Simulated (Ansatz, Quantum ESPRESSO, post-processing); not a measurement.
# Charging honeycomb PN, 1 layer, part 3 of 5

Wanted: the capacitance of honeycomb PN, 1 layer by the effective screening medium.

Quantum ESPRESSO 7.5; plane-wave DFT, LDA, GBRV ultrasoft pseudopotentials; geometry by Ansatz 0.2.0 with PAW datasets.

So far. Step 3 (Self-consistent run: charge -0.0194 e): Gauss's law asks for a slope of 180.95 q/A = -0.545 eV/Å in the gap; the run gives -0.545. Step 4 (Ground state: charge -0.0097 e): The electrode's potential over the Fermi level goes from 2.063 to 3.631 eV, the far face's from 6.014 to 6.059 eV.

### 5. Ground state

Contents of q2.in:

```
&control
  prefix = 'q2'
  outdir = './out'
  pseudo_dir = './pseudo'
  calculation = 'scf'
  tprnfor = .true.
/
&system
  ibrav = 0
  nat = 2
  ntyp = 2
  ecutwfc = 40
  ecutrho = 200
  occupations = 'smearing'
  smearing = 'fd'
  degauss = 0.004
  assume_isolated = 'esm'
  esm_bc = 'bc3'
  tot_charge = 0.0
/
&electrons
  conv_thr = 1e-08
  mixing_beta = 0.4
  electron_maxstep = 120
  mixing_mode = 'local-TF'
  startingpot = 'file'
/
ATOMIC_SPECIES
  N   14.0070  n_lda_v1.2.uspp.F.UPF
  P   30.9738  p_lda_v1.5.uspp.F.UPF
CELL_PARAMETERS angstrom
  2.72802052999298 -0.00000000000000 0.00000000000000
  -1.36401026499649 2.36253508101941 -0.00000000000000
  0.00000000000000 -0.00000000000000 16.86000000000000
ATOMIC_POSITIONS crystal
  N   0.666666666667 0.333333333333 0.033596884744
  P   0.333333333333 0.666666666667 0.085027077296
K_POINTS automatic
  36 36 1 0 0 0
```

Command:

```
$ cp -r out/q1.save out/q2.save
$ OMP_NUM_THREADS=1 mpirun -n 2 pw.x -nk 2 -in q2.in > q2.out
```

The program printed:

```text
[banner, memory and clock lines left out]
Program PWSCF v.7.5 starts
[...]
Message from routine setup:
[...]
number of electrons       =        10.00
     number of Kohn-Sham states=            9
     kinetic-energy cutoff     =      40.0000  Ry
     charge density cutoff     =     200.0000  Ry
[...]
number of k points=   127  Fermi-Dirac smearing, width (Ry)=  0.0040
[...]
Dense  grid:    35093 G-vectors     FFT dimensions: (  24,  24, 144)
[...]
The initial density is read from file :
[...]
negative rho (up, down):  2.031E-04 0.000E+00
     Starting wfcs are    8 randomized atomic wfcs +    1 random wfcs
[...]
negative rho (up, down):  1.471E-04 0.000E+00
[...]
estimated scf accuracy    <       0.00240991 Ry
[...]
negative rho (up, down):  1.555E-04 0.000E+00
[...]
estimated scf accuracy    <       0.00065480 Ry
[...]
negative rho (up, down):  2.372E-04 0.000E+00
[...]
estimated scf accuracy    <       0.00021835 Ry
[...]
negative rho (up, down):  1.935E-04 0.000E+00
[...]
estimated scf accuracy    <       0.00005984 Ry
[...]
negative rho (up, down):  1.403E-04 0.000E+00
[...]
estimated scf accuracy    <       0.00001040 Ry
[...]
negative rho (up, down):  1.152E-04 0.000E+00
[...]
estimated scf accuracy    <       0.00000943 Ry
[...]
negative rho (up, down):  1.139E-04 0.000E+00
[...]
estimated scf accuracy    <       0.00000249 Ry
[...]
negative rho (up, down):  1.303E-04 0.000E+00
[...]
estimated scf accuracy    <       0.00000125 Ry
[...]
negative rho (up, down):  1.775E-04 0.000E+00
[...]
estimated scf accuracy    <       0.00000045 Ry
[...]
negative rho (up, down):  1.980E-04 0.000E+00
[...]
estimated scf accuracy    <       0.00000030 Ry
[...]
negative rho (up, down):  2.003E-04 0.000E+00
[...]
estimated scf accuracy    <       0.00000008 Ry
[...]
negative rho (up, down):  2.007E-04 0.000E+00
[...]
estimated scf accuracy    <       0.00000003 Ry
[...]
negative rho (up, down):  2.077E-04 0.000E+00
[...]
the Fermi energy is    -5.9189 ev
!    total energy              =     -35.67768196 Ry
     estimated scf accuracy    <          2.8E-09 Ry
     smearing contrib. (-TS)   =      -0.00000000 Ry
     internal energy E=F+TS    =     -35.67768196 Ry
[...]
one-electron contribution =   -1451.61587795 Ry
     hartree contribution      =     726.28163554 Ry
     xc contribution           =     -11.26606347 Ry
     ewald contribution        =     700.92262393 Ry
     convergence has been achieved in  13 iterations
     negative rho (up, down):  2.077E-04 0.000E+00
[...]
Total force =     0.029836     Total SCF correction =     0.000071
[...]
```

Run time: 80 s. Hardware: 2 MPI ranks of Arm Neoverse V2, shared host; peak memory 0.29 GiB.

Read from the output:

```
Fermi energy                                                   : -5.919 eV
vacuum line at the lower end of the cell, over the Fermi level : 6.809 eV
slope of the potential above                                   : 1.55e-5 eV/Å
vacuum line at the upper end of the cell, over the Fermi level : 5.919 eV
```

The run needed 13 iterations to bring the estimated error under 1e-08 Ry.

The electrode's potential over the Fermi level goes from 3.631 to 5.919 eV, the far face's from 6.059 to 6.809 eV. The neutral sheet has a gap, in which the smearing places the Fermi level.

### 6. SCF with pw.x: charge 0.0097 e

q3.in, as its differences from the input of step 5:

```diff
@@ -1,3 +1,3 @@
 &control
-  prefix = 'q2'
+  prefix = 'q3'
   outdir = './out'
@@ -18,3 +18,3 @@
   esm_bc = 'bc3'
-  tot_charge = 0.0
+  tot_charge = 0.0097
 /
```

Command:

```
$ cp -r out/q2.save out/q3.save
$ OMP_NUM_THREADS=1 mpirun -n 2 pw.x -nk 2 -in q3.in > q3.out
```

The program printed:

```text
[banner, memory and clock lines left out]
Program PWSCF v.7.5 starts
[...]
Message from routine setup:
[...]
number of electrons       =         9.99
     number of Kohn-Sham states=            9
     kinetic-energy cutoff     =      40.0000  Ry
     charge density cutoff     =     200.0000  Ry
[...]
number of k points=   127  Fermi-Dirac smearing, width (Ry)=  0.0040
[...]
Dense  grid:    35093 G-vectors     FFT dimensions: (  24,  24, 144)
[...]
The initial density is read from file :
[...]
negative rho (up, down):  2.075E-04 0.000E+00
     Starting wfcs are    8 randomized atomic wfcs +    1 random wfcs
[...]
negative rho (up, down):  1.388E-04 0.000E+00
[...]
estimated scf accuracy    <       0.00231323 Ry
[...]
negative rho (up, down):  1.347E-04 0.000E+00
[...]
estimated scf accuracy    <       0.00064946 Ry
[...]
negative rho (up, down):  2.059E-04 0.000E+00
[...]
estimated scf accuracy    <       0.00021505 Ry
[...]
negative rho (up, down):  1.654E-04 0.000E+00
[...]
estimated scf accuracy    <       0.00006783 Ry
[...]
negative rho (up, down):  1.219E-04 0.000E+00
[...]
estimated scf accuracy    <       0.00000974 Ry
[...]
negative rho (up, down):  1.033E-04 0.000E+00
[...]
estimated scf accuracy    <       0.00000685 Ry
[...]
negative rho (up, down):  1.064E-04 0.000E+00
[...]
estimated scf accuracy    <       0.00000226 Ry
[...]
negative rho (up, down):  1.213E-04 0.000E+00
[...]
estimated scf accuracy    <       0.00000229 Ry
[...]
negative rho (up, down):  1.712E-04 0.000E+00
[...]
estimated scf accuracy    <       0.00000067 Ry
[...]
negative rho (up, down):  1.926E-04 0.000E+00
[...]
estimated scf accuracy    <       0.00000081 Ry
[...]
negative rho (up, down):  2.070E-04 0.000E+00
[...]
estimated scf accuracy    <       0.00000011 Ry
[...]
negative rho (up, down):  2.036E-04 0.000E+00
[...]
estimated scf accuracy    <       0.00000025 Ry
[...]
negative rho (up, down):  2.111E-04 0.000E+00
[...]
estimated scf accuracy    <       0.00000001 Ry
[...]
negative rho (up, down):  2.101E-04 0.000E+00
[...]
estimated scf accuracy    <       0.00000003 Ry
[...]
negative rho (up, down):  2.105E-04 0.000E+00
[...]
estimated scf accuracy    <       0.00000001 Ry
[...]
negative rho (up, down):  2.114E-04 0.000E+00
[...]
the Fermi energy is    -8.1855 ev
!    total energy              =     -35.67242788 Ry
     estimated scf accuracy    <          3.5E-10 Ry
     smearing contrib. (-TS)   =      -0.00019201 Ry
     internal energy E=F+TS    =     -35.67223587 Ry
[...]
one-electron contribution =   -1450.48845401 Ry
     hartree contribution      =     725.15419807 Ry
     xc contribution           =     -11.26060387 Ry
     ewald contribution        =     700.92262393 Ry
     convergence has been achieved in  16 iterations
     negative rho (up, down):  2.114E-04 0.000E+00
[...]
Total force =     0.029107     Total SCF correction =     0.000027
[...]
```

It took 85 s on 2 MPI ranks; peak memory 0.21 GiB.

Read from the output:

* Fermi energy: -8.185 eV
* vacuum line at the lower end of the cell, over the Fermi level: 7.528 eV
* slope of the potential above: 0.2726 eV/Å
* vacuum line at the upper end of the cell, over the Fermi level: 8.186 eV

The electrode's potential over the Fermi level goes from 5.919 to 8.186 eV, the far face's from 6.809 to 7.528 eV. The neutral sheet has a gap, in which the smearing places the Fermi level.

### 7. SCF with pw.x: charge 0.0194 e

q4.in, as its differences from the input of step 6:

```diff
@@ -1,3 +1,3 @@
 &control
-  prefix = 'q3'
+  prefix = 'q4'
   outdir = './out'
@@ -18,3 +18,3 @@
   esm_bc = 'bc3'
-  tot_charge = 0.0097
+  tot_charge = 0.0194
 /
```

Command:

```
$ cp -r out/q3.save out/q4.save
$ OMP_NUM_THREADS=1 mpirun -n 2 pw.x -nk 2 -in q4.in > q4.out
```

The program printed:

```text
[banner, memory and clock lines left out]
Program PWSCF v.7.5 starts
[...]
Message from routine setup:
[...]
number of electrons       =         9.98
     number of Kohn-Sham states=            9
     kinetic-energy cutoff     =      40.0000  Ry
     charge density cutoff     =     200.0000  Ry
[...]
number of k points=   127  Fermi-Dirac smearing, width (Ry)=  0.0040
[...]
Dense  grid:    35093 G-vectors     FFT dimensions: (  24,  24, 144)
[...]
The initial density is read from file :
[...]
negative rho (up, down):  2.112E-04 0.000E+00
     Starting wfcs are    8 randomized atomic wfcs +    1 random wfcs
[...]
negative rho (up, down):  1.512E-04 0.000E+00
[...]
estimated scf accuracy    <       0.00228551 Ry
[...]
negative rho (up, down):  1.471E-04 0.000E+00
[...]
estimated scf accuracy    <       0.00063976 Ry
[...]
negative rho (up, down):  2.127E-04 0.000E+00
[...]
estimated scf accuracy    <       0.00020783 Ry
[...]
negative rho (up, down):  1.722E-04 0.000E+00
[...]
estimated scf accuracy    <       0.00006248 Ry
[...]
negative rho (up, down):  1.336E-04 0.000E+00
[...]
estimated scf accuracy    <       0.00000968 Ry
[...]
negative rho (up, down):  1.073E-04 0.000E+00
[...]
estimated scf accuracy    <       0.00000597 Ry
[...]
negative rho (up, down):  1.093E-04 0.000E+00
[...]
estimated scf accuracy    <       0.00000196 Ry
[...]
negative rho (up, down):  1.300E-04 0.000E+00
[...]
estimated scf accuracy    <       0.00000187 Ry
[...]
negative rho (up, down):  1.791E-04 0.000E+00
[...]
estimated scf accuracy    <       0.00000046 Ry
[...]
negative rho (up, down):  1.987E-04 0.000E+00
[...]
estimated scf accuracy    <       0.00000060 Ry
[...]
negative rho (up, down):  2.104E-04 0.000E+00
[...]
estimated scf accuracy    <       0.00000010 Ry
[...]
negative rho (up, down):  2.077E-04 0.000E+00
[...]
estimated scf accuracy    <       0.00000018 Ry
[...]
negative rho (up, down):  2.146E-04 0.000E+00
[...]
the Fermi energy is    -9.7531 ev
!    total energy              =     -35.66603206 Ry
     estimated scf accuracy    <          7.4E-09 Ry
     smearing contrib. (-TS)   =      -0.00033034 Ry
     internal energy E=F+TS    =     -35.66570171 Ry
[...]
one-electron contribution =   -1449.35628873 Ry
     hartree contribution      =     724.02310709 Ry
     xc contribution           =     -11.25514401 Ry
     ewald contribution        =     700.92262393 Ry
     convergence has been achieved in  13 iterations
     negative rho (up, down):  2.146E-04 0.000E+00
[...]
Total force =     0.028234     Total SCF correction =     0.000283
[...]
```

Run time: 75 s. Hardware: 2 MPI ranks; peak memory 0.3 GiB; 2.5 min of CPU time.

Read from the output:

- Fermi energy: -9.753 eV
- vacuum line at the lower end of the cell, over the Fermi level: 7.542 eV
- slope of the potential above: 0.5452 eV/Å
- vacuum line at the upper end of the cell, over the Fermi level: 9.753 eV

The electrode's potential over the Fermi level goes from 8.186 to 9.753 eV, the far face's from 7.528 to 7.542 eV.

### 8. SCF with pw.x: charge 0.0387 e

q5.in, as its differences from the input of step 7:

```diff
@@ -1,3 +1,3 @@
 &control
-  prefix = 'q4'
+  prefix = 'q5'
   outdir = './out'
@@ -18,3 +18,3 @@
   esm_bc = 'bc3'
-  tot_charge = 0.0194
+  tot_charge = 0.0387
 /
```

Command:

```
$ cp -r out/q4.save out/q5.save
$ OMP_NUM_THREADS=1 mpirun -n 2 pw.x -nk 2 -in q5.in > q5.out
```

The program printed:

```text
[banner, memory and clock lines left out]
Program PWSCF v.7.5 starts
[...]
Message from routine setup:
[...]
number of electrons       =         9.96
     number of Kohn-Sham states=            9
     kinetic-energy cutoff     =      40.0000  Ry
     charge density cutoff     =     200.0000  Ry
[...]
number of k points=   127  Fermi-Dirac smearing, width (Ry)=  0.0040
[...]
Dense  grid:    35093 G-vectors     FFT dimensions: (  24,  24, 144)
[...]
The initial density is read from file :
[...]
negative rho (up, down):  2.142E-04 0.000E+00
     Starting wfcs are    8 randomized atomic wfcs +    1 random wfcs
[...]
negative rho (up, down):  1.435E-04 0.000E+00
[...]
estimated scf accuracy    <       0.00759131 Ry
[...]
negative rho (up, down):  1.346E-04 0.000E+00
[...]
estimated scf accuracy    <       0.00285929 Ry
[...]
negative rho (up, down):  2.025E-04 0.000E+00
[...]
estimated scf accuracy    <       0.00056258 Ry
[...]
negative rho (up, down):  1.819E-04 0.000E+00
[...]
estimated scf accuracy    <       0.00011291 Ry
[...]
negative rho (up, down):  1.082E-04 0.000E+00
[...]
estimated scf accuracy    <       0.00003899 Ry
[...]
negative rho (up, down):  8.744E-05 0.000E+00
[...]
estimated scf accuracy    <       0.00004135 Ry
[...]
negative rho (up, down):  5.903E-05 0.000E+00
[...]
estimated scf accuracy    <       0.00001126 Ry
[...]
negative rho (up, down):  7.120E-05 0.000E+00
[...]
estimated scf accuracy    <       0.00001273 Ry
[...]
negative rho (up, down):  1.428E-04 0.000E+00
[...]
estimated scf accuracy    <       0.00000369 Ry
[...]
negative rho (up, down):  2.087E-04 0.000E+00
[...]
estimated scf accuracy    <       0.00000304 Ry
[...]
negative rho (up, down):  2.128E-04 0.000E+00
[...]
estimated scf accuracy    <       0.00000232 Ry
[...]
negative rho (up, down):  2.179E-04 0.000E+00
[...]
estimated scf accuracy    <       0.00000127 Ry
[...]
negative rho (up, down):  2.210E-04 0.000E+00
[...]
estimated scf accuracy    <       0.00000007 Ry
[...]
negative rho (up, down):  2.205E-04 0.000E+00
[...]
estimated scf accuracy    <       0.00000026 Ry
[...]
negative rho (up, down):  2.198E-04 0.000E+00
[...]
estimated scf accuracy    <       0.00000011 Ry
[...]
negative rho (up, down):  2.193E-04 0.000E+00
[...]
estimated scf accuracy    <       0.00000007 Ry
[...]
negative rho (up, down):  2.177E-04 0.000E+00
[...]
estimated scf accuracy    <       0.00000006 Ry
[...]
negative rho (up, down):  2.176E-04 0.000E+00
[...]
estimated scf accuracy    <       0.00000005 Ry
[...]
negative rho (up, down):  2.200E-04 0.000E+00
[...]
estimated scf accuracy    <       0.00000004 Ry
[...]
negative rho (up, down):  2.206E-04 0.000E+00
[...]
estimated scf accuracy    <       0.00000004 Ry
[...]
negative rho (up, down):  2.201E-04 0.000E+00
[...]
the Fermi energy is   -12.8581 ev
!    total energy              =     -35.64999464 Ry
     estimated scf accuracy    <          7.7E-09 Ry
     smearing contrib. (-TS)   =      -0.00055242 Ry
     internal energy E=F+TS    =     -35.64944222 Ry
[...]
one-electron contribution =   -1447.08405906 Ry
     hartree contribution      =     721.75590412 Ry
     xc contribution           =     -11.24391121 Ry
     ewald contribution        =     700.92262393 Ry
     convergence has been achieved in  21 iterations
     negative rho (up, down):  2.201E-04 0.000E+00
[...]
Total force =     0.026634     Total SCF correction =     0.000139
[...]
```

Run time: 97 s. Hardware: 2 MPI ranks; peak memory 0.3 GiB; 3.2 min of CPU time.

Numbers from this step:

* Fermi energy: -12.86 eV
* vacuum line at the lower end of the cell, over the Fermi level: 7.525 eV
* slope of the potential above: 1.088 eV/Å
* vacuum line at the upper end of the cell, over the Fermi level: 12.86 eV

The electrode's potential over the Fermi level goes from 9.753 to 12.859 eV, the far face's from 7.542 to 7.525 eV.

Gauss's law asks for a slope of 180.95 q/A = 1.087 eV/Å in the gap; the run gives 1.088.

Each curve counts from the Fermi level of its own run.

The runs together. Table of potential energy by z:

| z (Å) | potential at -0.0194 e (eV) | potential at -0.0097 e (eV) | potential at 0 e (eV) | potential at 0.0097 e (eV) | potential at 0.0194 e (eV) | potential at 0.0387 e (eV) |
| --- | --- | --- | --- | --- | --- | --- |
| -8 | 6.01 | 6.06 | 6.81 | 7.53 | 7.54 | 7.53 |
| -7 | 6.01 | 6.06 | 6.81 | 7.53 | 7.54 | 7.53 |
| -6 | 6.01 | 6.06 | 6.81 | 7.53 | 7.54 | 7.53 |
| -5 | 6.01 | 6.06 | 6.81 | 7.53 | 7.54 | 7.53 |
| -4 | 6.01 | 6.06 | 6.81 | 7.53 | 7.54 | 7.53 |
| -3 | 6.01 | 6.06 | 6.81 | 7.53 | 7.54 | 7.53 |
| -2 | 6.01 | 6.05 | 6.80 | 7.52 | 7.54 | 7.52 |
| -1 | 5.84 | 5.89 | 6.64 | 7.36 | 7.37 | 7.35 |
| 0 | 0.728 | 0.770 | 1.52 | 2.24 | 2.25 | 2.24 |
| 1 | -19.0 | -19.0 | -18.3 | -17.5 | -17.5 | -17.5 |
| 2 | -8.24 | -8.18 | -7.42 | -6.67 | -6.64 | -6.60 |
| 3 | 4.11 | 4.26 | 5.12 | 5.96 | 6.10 | 6.34 |
| 4 | 4.42 | 4.79 | 5.88 | 6.94 | 7.31 | 8.02 |
| 5 | 3.93 | 4.56 | 5.92 | 7.25 | 7.89 | 9.13 |
| 6 | 3.39 | 4.29 | 5.92 | 7.52 | 8.43 | 10.2 |
| 7 | 2.84 | 4.02 | 5.92 | 7.80 | 8.98 | 11.3 |
| 8 | 2.30 | 3.75 | 5.92 | 8.07 | 9.52 | 12.4 |

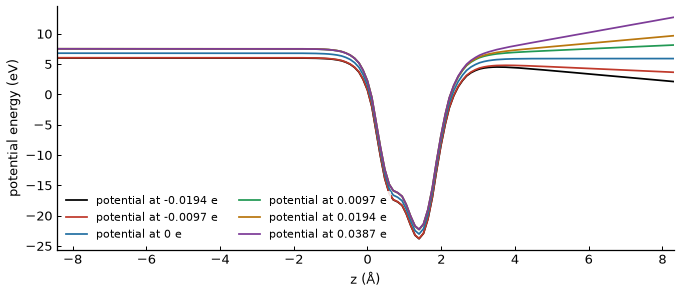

Potential energy against z.

### 9. Potential against charge, and the capacitance

Table of electrode's potential less the Fermi level by charge of the slab:

```
charge of the slab (1e13 e/cm²)  electrode's potential less the Fermi level (eV)
                          -3.01                                             2.06
                          -1.51                                             3.63
                           0.00                                             5.92
                           1.51                                             8.19
                           3.01                                             9.75
                           6.00                                             12.9
```

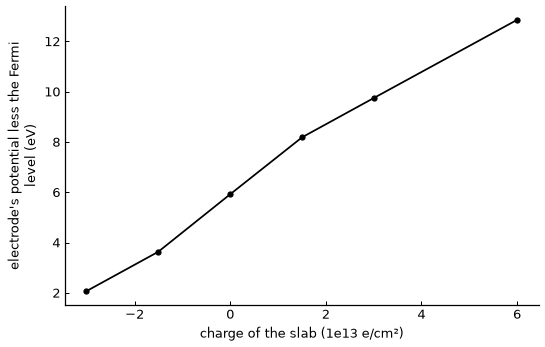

Electrode's potential less the Fermi level, plotted against charge of the slab.

Slopes between neighbouring charges; a slope that includes zero charge spans the gap. Differential capacitance against charge of the slab:

```
charge of the slab (1e13 e/cm²)  differential capacitance (μF/cm²)
                          -2.26                               1.54
                          -0.75                               1.05
                           0.75                               1.06
                           2.26                               1.54
                           4.51                               1.55
```

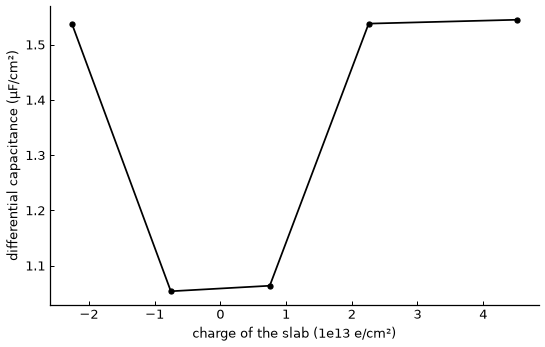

Differential capacitance, plotted against charge of the slab.

(Part 3 of 5 ends here.)

[Logs are printed without paths, hosts, clocks, repeated set-up lines and the standing remarks that a program may print on its own settings, such as how far it seeks lower states.]

[Hosts, paths, dates, database ids (printed as entryN), source tags and the programs' standing remarks are cut or masked in the printed files.]

[Maps of the electrostatic potential energy from Ansatz leave out the sawtooth potential of an applied field or a dipole correction, so their vacuum need not be flat; planar profiles and work functions include it.]
